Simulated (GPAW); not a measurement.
# CsH (Pm-3m): G0W0 with GPAW, start to end

Aim: the G0W0 gap of CsH (Pm-3m) on LDA, step by step.

Calculated with GPAW 26.7.0; LDA and many-body steps on it, plane waves.

## 1. The structure

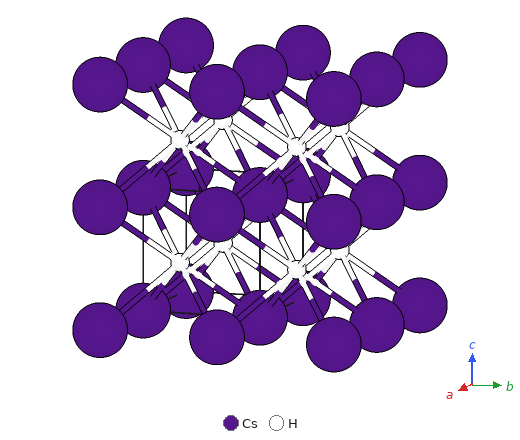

The starting structure, seen slightly off an axis (caesium purple, hydrogen white). 2×2×2 cells are drawn. Some periodic images of atoms are drawn too.

The cell and positions are those that the Materials Project relaxed with its own functionals (PBE, PBE+U or r2SCAN), kept fixed. Spin-orbit coupling is left out unless a step names it.

## 2. Ground state

This step: GPAW 26.7.0; DFT, LDA, plane waves, PAW.

The ground-state density comes first.

run.py reads:

```python
import json
import numpy as np
from gpaw.mpi import world
from ase import Atoms
from gpaw import GPAW, PW, FermiDirac

atoms = Atoms(['Cs', 'H'],
    cell=[[3.8184085400, 0.0000000000, 0.0000000000],
      [0.0000000000, 3.8184085400, 0.0000000000],
      [0.0000000000, 0.0000000000, 3.8184085400]],
    scaled_positions=[[0.0000000000, 0.0000000000, 0.0000000000],
      [0.5000000000, 0.5000000000, 0.5000000000]],
    pbc=(True, True, True))
calc = GPAW(mode=PW(600),
    xc='LDA',
    kpts={'size': (6, 6, 6), 'gamma': True},
    occupations=FermiDirac(0.001),
    nbands=-7,
    convergence={'density': 1e-6, 'bands': -3},
    maxiter=100,
    txt='gs.txt')
atoms.calc = calc
res = {'energy': atoms.get_potential_energy()}
kpts = calc.get_ibz_k_points()
res['kpts'] = kpts
res['eigenvalues'] = [calc.get_eigenvalues(kpt=k) for k in range(len(kpts))]
res['n_electrons'] = calc.get_number_of_electrons()
calc.write('gs.gpw')

if world.rank == 0:
    with open('result.json', 'w') as f:
        json.dump(res, f, default=lambda x: x.tolist())
```

Run with:

```console
> mpirun -n 4 gpaw python run.py
```

Numbers of over 12 decimals in the logs are rounded to 6 here.

What it wrote:

```text
__  _  _
 | _ |_)|_||  |
 |__||  | ||/\| - 26.7.0

Input parameters:
  mode=PW(ecut=600.0),
  convergence={'density': 1e-06, 'bands': -3},
  kpts=MonkhorstPack(size=(6, 6, 6), gamma=True),
  maxiter=100,
  nbands=-7,
  occupations=Occupations(name='fermi-dirac', width=0.001, fixmagmom=False),
  xc=XC(name='LDA')
  [... matrices ...]
Diagonalizing LCAO Hamiltonian
Converting LCAO to pw mode
   .--------.
  /|        |
 * |        |
 | |   H    |
 | |        |
 | .--------.
 |/        /
 Cs-------*

Atoms  # Å, Bohr magnetons
|   | symbol |        x |        y |        z |    initial magnetic moments |
| 0 |     Cs | 0.000000 | 0.000000 | 0.000000 | ( 0.0000,  0.0000,  0.0000) |
| 1 |      H | 1.909204 | 1.909204 | 1.909204 | ( 0.0000,  0.0000,  0.0000) |

Unit cell  # Å
| periodic |        x |        y |        z |  lengths |    angles |
|      yes | 3.818409 | 0.000000 | 0.000000 | 3.818409 | 90.000000 |
|      yes | 0.000000 | 3.818409 | 0.000000 | 3.818409 | 90.000000 |
|      yes | 0.000000 | 0.000000 | 3.818409 | 3.818409 | 90.000000 |

Number of symmetries: 48
Symmetry operations  # r_c * U_cc + t_c -> r_c
|    | kind |            matrix            |
|  0 |  E   |  1, 0, 0,  0, 1, 0,  0, 0, 1 |
|  1 |  σ   |  1, 0, 0,  0, 1, 0,  0, 0,-1 |
|  2 |  σ   |  1, 0, 0,  0, 0, 1,  0, 1, 0 |
|  3 |  C4  |  1, 0, 0,  0, 0, 1,  0,-1, 0 |
|  4 |  C4  |  1, 0, 0,  0, 0,-1,  0, 1, 0 |
|  5 |  σ   |  1, 0, 0,  0, 0,-1,  0,-1, 0 |
|  6 |  σ   |  1, 0, 0,  0,-1, 0,  0, 0, 1 |
|  7 |  C2  |  1, 0, 0,  0,-1, 0,  0, 0,-1 |
|  8 |  σ   |  0, 1, 0,  1, 0, 0,  0, 0, 1 |
|  9 |  C2  |  0, 1, 0,  1, 0, 0,  0, 0,-1 |
| 10 |  C3  |  0, 1, 0,  0, 0, 1,  1, 0, 0 |
| 11 |  S6  |  0, 1, 0,  0, 0, 1, -1, 0, 0 |
| 12 |  S6  |  0, 1, 0,  0, 0,-1,  1, 0, 0 |
| 13 |  C3  |  0, 1, 0,  0, 0,-1, -1, 0, 0 |
| 14 |  C4  |  0, 1, 0, -1, 0, 0,  0, 0, 1 |
| 15 |  S4  |  0, 1, 0, -1, 0, 0,  0, 0,-1 |
| 16 |  C3  |  0, 0, 1,  1, 0, 0,  0, 1, 0 |
| 17 |  S6  |  0, 0, 1,  1, 0, 0,  0,-1, 0 |
| 18 |  σ   |  0, 0, 1,  0, 1, 0,  1, 0, 0 |
| 19 |  C4  |  0, 0, 1,  0, 1, 0, -1, 0, 0 |
| 20 |  C2  |  0, 0, 1,  0,-1, 0,  1, 0, 0 |
| 21 |  S4  |  0, 0, 1,  0,-1, 0, -1, 0, 0 |
| 22 |  S6  |  0, 0, 1, -1, 0, 0,  0, 1, 0 |
| 23 |  C3  |  0, 0, 1, -1, 0, 0,  0,-1, 0 |
| 24 |  S6  |  0, 0,-1,  1, 0, 0,  0, 1, 0 |
| 25 |  C3  |  0, 0,-1,  1, 0, 0,  0,-1, 0 |
| 26 |  C4  |  0, 0,-1,  0, 1, 0,  1, 0, 0 |
| 27 |  σ   |  0, 0,-1,  0, 1, 0, -1, 0, 0 |
| 28 |  S4  |  0, 0,-1,  0,-1, 0,  1, 0, 0 |
| 29 |  C2  |  0, 0,-1,  0,-1, 0, -1, 0, 0 |
| 30 |  C3  |  0, 0,-1, -1, 0, 0,  0, 1, 0 |
| 31 |  S6  |  0, 0,-1, -1, 0, 0,  0,-1, 0 |
| 32 |  C4  |  0,-1, 0,  1, 0, 0,  0, 0, 1 |
| 33 |  S4  |  0,-1, 0,  1, 0, 0,  0, 0,-1 |
| 34 |  S6  |  0,-1, 0,  0, 0, 1,  1, 0, 0 |
| 35 |  C3  |  0,-1, 0,  0, 0, 1, -1, 0, 0 |
| 36 |  C3  |  0,-1, 0,  0, 0,-1,  1, 0, 0 |
| 37 |  S6  |  0,-1, 0,  0, 0,-1, -1, 0, 0 |
| 38 |  σ   |  0,-1, 0, -1, 0, 0,  0, 0, 1 |
| 39 |  C2  |  0,-1, 0, -1, 0, 0,  0, 0,-1 |
| 40 |  σ   | -1, 0, 0,  0, 1, 0,  0, 0, 1 |
| 41 |  C2  | -1, 0, 0,  0, 1, 0,  0, 0,-1 |
| 42 |  C2  | -1, 0, 0,  0, 0, 1,  0, 1, 0 |
| 43 |  S4  | -1, 0, 0,  0, 0, 1,  0,-1, 0 |
| 44 |  S4  | -1, 0, 0,  0, 0,-1,  0, 1, 0 |
| 45 |  C2  | -1, 0, 0,  0, 0,-1,  0,-1, 0 |
| 46 |  C2  | -1, 0, 0,  0,-1, 0,  0, 0, 1 |
| 47 |  i   | -1, 0, 0,  0,-1, 0,  0, 0,-1 |

BZ-sampling:
  Number of BZ points: 216
  Number of IBZ points: 20

  Monkhorst-Pack size: [6, 6, 6]
  Monkhorst-Pack shift: [0.083333, 0.083333, 0.083333]

K-points  # in reciprocal-cell coordinates
|     |                                coordinates |     weight |
|   0 | (  0.00000000,   0.00000000,   0.00000000) | 0.00462963 |
|   1 | (  0.16666667,   0.00000000,   0.00000000) | 0.02777778 |
|   2 | (  0.16666667,   0.16666667,   0.00000000) | 0.05555556 |
|   3 | (  0.16666667,   0.16666667,   0.16666667) | 0.03703704 |
|   4 | (  0.33333333,   0.00000000,   0.00000000) | 0.02777778 |
|   5 | (  0.33333333,   0.16666667,   0.00000000) | 0.11111111 |
|   6 | (  0.33333333,   0.16666667,   0.16666667) | 0.11111111 |
|   7 | (  0.33333333,   0.33333333,   0.00000000) | 0.05555556 |
|   8 | (  0.33333333,   0.33333333,   0.16666667) | 0.11111111 |
|   9 | (  0.33333333,   0.33333333,   0.33333333) | 0.03703704 |
| ... |                                            |            |
|  19 | (  0.50000000,   0.50000000,   0.50000000) | 0.00462963 |

Plane wave coefficients: 1881
Cutoff: 600.0 eV

Spin-components: 1 (collinear spins)
Bands:           12
Projectors:      8
Spin-degeneracy: 2
Datatype:        complex128

  Storage: CPU
  Wave functions: 7_153_920 bytes (1_788_480 per core)
  Projectors: 11_327_040 bytes (2_831_760 per core)
  [... matrices ...]
Parallelization:
  kpt:    4
  domain: 1
  band:   1

Density:
  Valence electrons: 10.0
  Components: 1
  Grid points: [24 24 24]
  Charge: 0.0  # |e|

Potential:
  Grid points: [24 24 24]

species:
  Cs:
    name:    Caesium
    Z:       55.0
    valence: 9
    core:    46
    charge:  0.0  # [|e|]
    compensation charges:
      type: gauss
      rc: 0.33  # [Å]
      lmax: 2
    cutoffs:
      filter: 2.06  # [Å]
      core: 2.51  # [Å]
    projectors
    | kind |    occ | energy [eV] | rcut [Å] |
    |   5s |  2.000 |     -26.872 |    1.164 |
    |   6s |  1.000 |      -2.224 |    1.164 |
    |   5p |  6.000 |     -13.611 |    1.058 |
    |    p |        |      13.601 |    1.058 |
    |    d |        |       0.000 |    1.058 |

    Using partial waves for Cs as LCAO basis

  H:
    name:    Hydrogen
    Z:       1.0
    valence: 1
    core:    0
    charge:  0.0  # [|e|]
    compensation charges:
      type: gauss
      rc: 0.15  # [Å]
      lmax: 2
    cutoffs:
      filter: 0.85  # [Å]
      core: 0.53  # [Å]
    projectors
    | kind |    occ | energy [eV] | rcut [Å] |
    |   1s |  1.000 |      -6.353 |    0.476 |
    |    s |        |      20.858 |    0.476 |
    |    p |        |       0.000 |    0.476 |

    Using partial waves for H as LCAO basis

Reference energy: -211646.394224  # eV

eigensolver:
  PPCG
  Converge bands: -3
  niter=2

density mixing:
  MSR1-Mixer
  Pratt-step length: 0.05
  Maximum mixing coefficient: 0.75
  Old densities: 10
  SVD Regularization: 0.005
  Good broyden scale: 1.0
  Trust region scale: 1.0
  Backstep threshold: 4.0
  History deletion threshold: 6.0
  Fourier metric: weight=20.0, sigma=0.015

occupation numbers:
  Fermi-Dirac:
    width: 0.0010  # eV

poisson solver:
  ecut: 4800.0  # eV

xc functional:
  name: None

Initialization done in: 0.696 s

convergence criteria:
- Maximum integral of absolute [dens]ity change: 1e-06 electrons / valence electron
- Maximum [total energy] change in last 3 cyles: 0.0005 eV / valence electron
- Maximum integral of absolute [eigenst]ate change: 4e-08 eV^2 / valence electron
maximum number of iterations: 100

SCF iterations
|iter     |     time |      energy | eigst |  dens |
|iter:   1|  |   -6.113977 | +1.61 |       |
|iter:   2|  |   -5.903149 | +0.74 | -0.91 |
|iter:   3|  |   -4.894071 | -0.13 | -0.95 |
|iter:   4|  |   -4.885558 | -0.64 | -1.68 |
|iter:   5|  |   -4.884370 | -2.48 | -1.96 |
|iter:   6|  |   -4.884365c| -4.49 | -2.96 |
|iter:   7|  |   -4.884366c| -5.97 | -3.52 |
|iter:   8|  |   -4.884366c| -7.26 | -4.55 |
|iter:   9|  |   -4.884366c| -8.07c| -5.34 |
|iter:  10|  |   -4.884366c| -8.57c| -5.85 |
|iter:  11|  |   -4.884366c| -9.18c| -6.88c|

Converged in 11 steps
SCF loop duration: 1.613 s (0.147 s/step)
Energy contributions relative to reference atoms: (reference = -211646.394224)
  [... matrices ...]
Energy contributions:
  Kinetic:           1.655623
  Coulomb:          -1.168367
  Zero:             -0.036010
  External:          0.000000
  Xc:               -5.335613
  Entropy:          -0.000000
  Spinorbit:         0.000000
  ----------------------------
  Free energy:      -4.884366
  Extrapolated:     -4.884366

dipole moment: (-21.504776, -21.504776, -21.504776)  # |e|*Ang

Fermi level: 4.146
Eigenvalues  # (at kpt = [0.000, 0.000, 0.000])
| band index |      eig [eV] | occ [0-2] |
|          0 |       -18.240 |     2.000 |
|          1 |        -4.266 |     2.000 |
|          2 |        -4.266 |     2.000 |
|          3 |        -4.266 |     2.000 |
|          4 |         1.548 |     2.000 |
|          5 |         6.758 |     0.000 |
|          6 |         6.758 |     0.000 |
|          7 |        10.639 |     0.000 |
|          8 |        13.027 |     0.000 |
|          9 |        13.689 |     0.000 |
|         10 |        13.736 |     0.000 |
|         11 |        13.747 |     0.000 |

Gap: 2.272 eV
Transition (v -> c):
  (s=0, k=19, n=4, [0.50, 0.50, 0.50]) -> (s=0, k=10, n=5, [0.50, 0.00, 0.00])
Direct/indirect transitions are different
Direct gap: 2.457 eV
Transition at: (s=0, k=19, n=4, [0.50, 0.50, 0.50])
# Writing to gs.gpw (mode='')
  [... matrices ...]
```

It took 3.7 s on 4 MPI ranks of Arm Neoverse V2, shared host; peak memory 0.69 GiB; 14 s of CPU time.

Numbers from this step:

| Item | Value |
| --- | --- |
| total energy | -4.884 eV |
| gap | 2.272 eV |
| k of the valence top | 0.5, 0.5, 0.5 |
| k of the conduction bottom | 0.5, 0, 0 |
| least direct gap | 2.457 eV |

The gap is indirect, with the least direct gap 0.18 eV higher.

## 3. Empty states on the mesh, 4×4×4 mesh, 186 bands

The sums over transitions need many empty states on a uniform mesh; this step solves for them.

run.py reads:

```python
import json
import numpy as np
from gpaw.mpi import world
from gpaw import GPAW

calc = GPAW('gs.gpw').fixed_density(kpts={'size': (4, 4, 4), 'gamma': True},
    parallel={'domain': 1, 'band': 1},
    txt='nscf.txt')
calc.diagonalize_full_hamiltonian(nbands=186)
calc.write('full.gpw', mode='all')
res = {}
kpts = calc.get_ibz_k_points()
res['kpts'] = kpts
res['eigenvalues'] = [calc.get_eigenvalues(kpt=k) for k in range(len(kpts))]
res['n_electrons'] = calc.get_number_of_electrons()

if world.rank == 0:
    with open('result.json', 'w') as f:
        json.dump(res, f, default=lambda x: x.tolist())
```

Run with:

```console
> mpirun -n 4 gpaw python run.py
```

What it wrote:

```text
Diagonalizing LCAO Hamiltonian
Converting LCAO to pw mode
convergence criteria:
- Maximum integral of absolute [eigenst]ate change: 4e-08 eV^2 / valence electron
maximum number of iterations: 100

SCF iterations
|iter     |     time |      energy | eigst |  dens |
|iter:   1|  |             | +1.94 |       |
|iter:   2|  |             | +0.82 |       |
|iter:   3|  |             | +0.13 |       |
|iter:   4|  |             | -0.89 |       |
|iter:   5|  |             | -2.45 |       |
|iter:   6|  |             | -4.41 |       |
|iter:   7|  |             | -5.96 |       |
|iter:   8|  |             | -7.44c|       |
SCF steps: 8
  __  _  _
 | _ |_)|_||  |
 |__||  | ||/\| - 26.7.0

Input parameters:
  mode=PW(ecut=600.0),
  convergence={'density': 1e-06, 'bands': -3},
  gpts=array([24, 24, 24]),
  kpts=MonkhorstPack(size=(4, 4, 4), gamma=True),
  maxiter=100,
  nbands=12,
  occupations=Occupations(name='fermi-dirac', width=0.001, fixmagmom=False),
  parallel={'domain': 1, 'band': 1},
  xc=XC(name='LDA')
Matrix size: 1871x1871
# Writing to full.gpw (mode='all')
  [... matrices ...]

timing:  # [seconds]
  Total: 15.920  # ━━━━━━━━━━━━━━━━━━━━━━━━━━━━━━━━━━━━━━━━━━━━━━━━━━━━━━━━━━
```

Wall time 19 s (4 MPI ranks); peak memory 1.8 GiB.

Numbers from this step:

| Quantity | Value |
| --- | --- |
| gap | 2.272 eV |
| k of the valence top | 0.5, 0.5, 0.5 |
| k of the conduction bottom | 0.5, 0, 0 |
| least direct gap | 2.457 eV |
| k points computed | 10 |
| lowest point of the top converged band, above the valence top | 117.5251 eV |

On this mesh the gap is 2.272 eV.

## 4. Screening and self-energy, 4×4×4 mesh, 176 bands, screening to 125 eV

Now the one-shot GW correction: screening in the RPA, then the self-energy of the levels asked for.

This step: G0W0 on LDA, plane waves, PAW.

run.py reads:

```python
import json
import numpy as np
from gpaw.mpi import world
from gpaw.response.g0w0 import G0W0

gw = G0W0('full.gpw',
    filename='gw',
    kpts=[0, 4, 9],
    bands=(3, 7),
    ecut=125,
    nbands=176,
    integrate_gamma='WS',
    ppa=True)
gw.calculate()
res = {mode: {k: v for k, v in r.items() if k != 'sigma_eskwn'}
       for mode, r in gw.all_results.items()}

if world.rank == 0:
    with open('result.json', 'w') as f:
        json.dump(res, f, default=lambda x: x.tolist())
```

Run with:

```console
> mpirun -n 4 gpaw python run.py
```

What it wrote:

```text
Using integrator: PointIntegrator
FrequencyGridDescriptor(from 0.000+0.000j to 0.000+27.211j eV, 2 points)
Nonperiodic BCs:  [False False False]
Using integrator: PointIntegrator
FrequencyGridDescriptor(from 0.000+0.000j to 0.000+27.211j eV, 2 points)
Nonperiodic BCs:  [False False False]
  ___  _ _ _
 |   || | | |
 | | || | | |
 |__ ||_____|
 |___|

BZ k-points: Symmetries present (total): 48

  [... matrices ...]
64 k-points: 4 x 4 x 4 Monkhorst-Pack grid + [1/8,1/8,1/8]
10 k-points in the irreducible part of the Brillouin zone
       k-points in crystal coordinates                weights
   0:     0.00000000    0.00000000    0.00000000          1/64
   1:     0.25000000    0.00000000    0.00000000          6/64
   2:     0.25000000    0.25000000    0.00000000         12/64
   3:     0.25000000    0.25000000    0.25000000          8/64
   4:     0.50000000    0.00000000    0.00000000          3/64
   5:     0.50000000    0.25000000    0.00000000         12/64
   6:     0.50000000    0.25000000    0.25000000         12/64
   7:     0.50000000    0.50000000    0.00000000          3/64
   8:     0.50000000    0.50000000    0.25000000          6/64
   9:     0.50000000    0.50000000    0.50000000          1/64

Distributing spins, k-points and bands (1 x 3 x 4) over 4 processes
Number of blocks: 1

Quasi particle states:
k-points (IBZ indices): [0, 4, 9]
Band range: (3, 7)
  [... matrices ...]
Computational parameters:
Plane wave cut-off: 125 eV
Number of bands: 176
Coulomb cutoff: None
Broadening: 0.1 eV

fxc modes: GW
Kernel: RPA
Using Godby-Needs plasmon-pole approximation:
  Fitting energy: i*E0, E0 = 1.000 Hartree
Summing all q:

Calculating screened Coulomb potential
No Coulomb truncation
FrequencyGridDescriptor(from 0.000+0.000j to 0.000+27.211j eV, 2 points)
Removing empty qpoint cache files...

Calculating chi0 body with:
    Ground state adapter containing:
    Number of spins: 1
    Number of kpoints: 64
    Number of irreducible kpoints: 10
    Number of completely occupied states: 5
    Number of partially occupied states: 5
    Occupied states memory: 1.0546875 M / cpu

    Linear response parametrization:
    q_c: [0.0, 0.0, 0.0]
    Number of frequency points: 2
    Planewave cutoff: 125.0
    Number of bands: 176
    Number of planewaves: 179
    Broadening (eta): 1e-06
    comm.size: 4
    kncomm.size: 4
    blockcomm.size: 1

    Memory estimate of potentially large arrays:
        chi0_wGG: 0.977814 M / cpu
Integrating chi0 body.

Symmetries of q_c:
    Direct symmetries (Uq -> q): 48
    Indirect symmetries (TUq -> q): 0
In total 48 allowed symmetries.

  [... matrices ...]
10 groups of equivalent kpoints. 84.375% reduction.

Integral kind: response function
Integrating chi0 head and wings.

Symmetries of q_c:
    Direct symmetries (Uq -> q): 48
    Indirect symmetries (TUq -> q): 0
In total 48 allowed symmetries.

  [... matrices ...]
10 groups of equivalent kpoints. 84.375% reduction.

Integral kind: response function wings

Calculating chi0 body with:
    Ground state adapter containing:
    Number of spins: 1
    Number of kpoints: 64
    Number of irreducible kpoints: 10
    Number of completely occupied states: 5
    Number of partially occupied states: 5
    Occupied states memory: 1.0546875 M / cpu

    Linear response parametrization:
[... the further q-points ...]

Results:
f:      Occupation numbers
eps:     KS-eigenvalues [eV]
vxc:     KS vxc [eV]
exx:     Exact exchange [eV]
sigma:   Self-energies [eV]
dsigma:  Self-energy derivatives
Z:       Renormalization factors
qp:      QP-energies [eV]

k-point 0 (0): (0.000, 0.000, 0.000)                GW
band       f     eps     vxc     exx   sigma  dsigma       Z      qp
                                                                   GW
   3   1.000  -4.266 -17.592 -21.692   2.282  -0.250   0.800  -5.720
   4   1.000   1.548  -9.383 -12.963   1.843  -0.286   0.777   0.198
   5   0.000   6.758  -9.555  -4.679  -3.705  -0.201   0.833   7.733
   6   0.000   6.758  -9.555  -4.679  -3.705  -0.201   0.833   7.733

k-point 1 (4): (0.500, 0.000, 0.000)                GW
band       f     eps     vxc     exx   sigma  dsigma       Z      qp
                                                                   GW
   3   1.000  -4.106 -17.853 -21.897   2.249  -0.249   0.800  -5.543
   4   1.000   3.406 -10.766 -13.941   1.441  -0.269   0.788   2.039
   5   0.000   5.957  -9.064  -4.623  -3.452  -0.194   0.837   6.785
   6   0.000   7.558 -10.230  -5.146  -3.781  -0.204   0.830   8.640

k-point 2 (9): (0.500, 0.500, 0.500)                GW
band       f     eps     vxc     exx   sigma  dsigma       Z      qp
                                                                   GW
   3   1.000  -5.268 -16.438 -20.859   2.466  -0.264   0.791  -6.815
   4   1.000   3.685  -9.769 -12.812   1.269  -0.273   0.785   2.293
   5   0.000   6.142  -8.504  -4.296  -3.340  -0.195   0.836   6.868
   6   0.000   6.142  -8.504  -4.296  -3.340  -0.195   0.836   6.868
```

It took 53 s on 4 MPI ranks; peak memory 1.1 GiB.

Numbers from this step:

```yaml
g0w0_gap_on_the_points_computed: 4.492 eV
least_direct_g0w0_gap_on_the_computed_points: 4.575 eV
z_at_the_valence_top: 0.7853
z_at_the_conduction_bottom: 0.8373
starting_gap_on_the_mesh: 2.272 eV
k_of_the_valence_top: 0.5, 0.5, 0.5
k_of_the_conduction_bottom: 0.5, 0, 0
```

The gap on the mesh goes from 2.27 eV to 4.49 eV, a correction of +2.22 eV.

Limits: finite bands, cutoff and mesh; no spin-orbit coupling; coarse k mesh. v1 is the top filled band, c1 the lowest empty one. Levels before and after the correction, in eV, zero at the valence-band top of each column:

```
           conduction bottom  valence top
Kohn-Sham               2.27         0.00
     G0W0               4.49         0.00
```

```csv
,level,energy (eV)
Kohn-Sham,(0.5 0 0) v2,-7.791
Kohn-Sham,(0.5 0 0) v1,-0.279
Kohn-Sham,(0.5 0 0) c1,2.272
Kohn-Sham,(0.5 0 0) c2,3.872
Kohn-Sham,(0.5 0.5 0.5) v2,-8.953
Kohn-Sham,(0.5 0.5 0.5) v1,0.000
Kohn-Sham,(0.5 0.5 0.5) c1-c2,2.457
G0W0,(0.5 0 0) v2,-7.836
G0W0,(0.5 0 0) v1,-0.254
G0W0,(0.5 0 0) c1,4.492
G0W0,(0.5 0 0) c2,6.347
G0W0,(0.5 0.5 0.5) v2,-9.108
G0W0,(0.5 0.5 0.5) v1,0.000
G0W0,(0.5 0.5 0.5) c1-c2,4.575
```

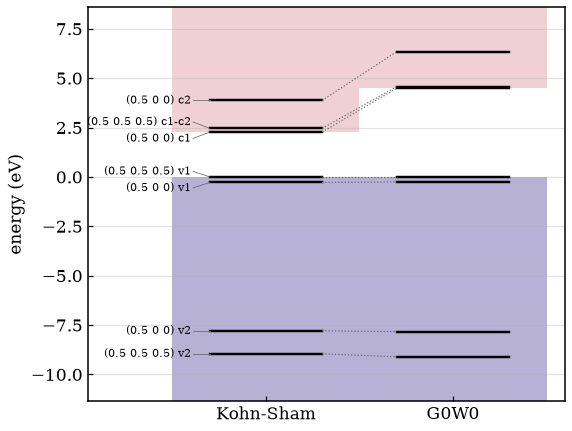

Levels before and after the correction. Shaded: valence and conduction bands.

## 5. Where the time went

Times are wall times on 4 MPI ranks of Arm Neoverse V2, shared host, good to a factor of about two.

```csv
step,time,share,memory (GiB)
ground state,3.7 s,5 %,0.69
empty states on the mesh,19 s,25 %,1.8
screening and self-energy,53 s,70 %,1.1
```

## 6. Outcome

| Property | Result |
| --- | --- |
| LDA gap | 2.27 eV, indirect |
| G0W0 gap on the mesh | 4.49 eV |
| GW settings | 4×4×4 mesh, 176 bands, screening to 125 eV, Godby-Needs plasmon pole |
| known limits | not at the basis limit; no spin-orbit coupling; coarse k mesh |

In words: G0W0 moves the gap on the mesh from 2.27 eV to 4.49 eV (+2.22 eV), with Z of 0.79 and 0.84 at the edges. Only 3 of the mesh's irreducible points were corrected, so a valley elsewhere could overtake. The dearest step here is «screening and self-energy». Bands and cutoff are finite, so the gap is not at the basis limit. The miss can reach some tenths of an eV and take either sign; the mesh is an error of its own. These stock PAW sets were not made for GW. In the G0W0 run levels were corrected at 3 k points alone, so a gap called «on the mesh» is the least over those, and an edge elsewhere would be missed. The 4×4×4 mesh is coarse for this cell, which bears on the long-range parts of exchange and screening. The many-body steps are scalar-relativistic: spin-orbit coupling is not in them.

[Paths, hosts, dates, memory and timing lines, banners, echoed tables and standing remarks are left out of the program output.]

[Logs are printed without paths, hosts, clocks, repeated set-up lines and the standing remarks that a program may print on its own settings, such as how far it seeks lower states.]

[Runs of the session that timed out or met a known fault of the program may be left out.]

[Hosts, paths, dates, database ids (printed as entryN), source tags and the programs' standing remarks are cut or masked in the printed files.]
